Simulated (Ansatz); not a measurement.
**Response to strain in BaTiO3**

Take BaTiO$_{3}$ in the cubic perovskite structure (space group Pm-3m, No. 221; a = 4.0195 Å) as the base.

Strains are applied to the cell and any free atomic positions relax.

All numbers come from plane-wave PAW DFT at the PBE level (Ansatz, a first-principles code, 420 eV), no SOC, earlier PAW set.

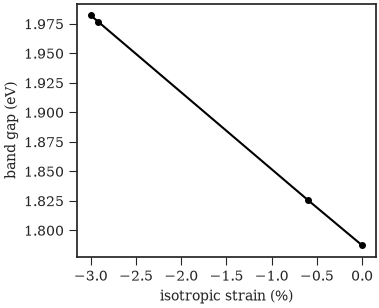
Figure: Band gap against isotropic strain

From the plot, what is the band gap for isotropic strain −3.00 %?

About 1.98 eV.

Is the trend monotonic over the range shown?

Yes, it falls throughout, spanning 1.79 eV to 1.98 eV.

Stability against distortions was not tested. The final runs are not spin-polarised. Many cubic perovskites are stable only at high temperature; tilts and polar distortions were not tested. This is not the structure that BaTiO3 has at room temperature and ambient pressure.
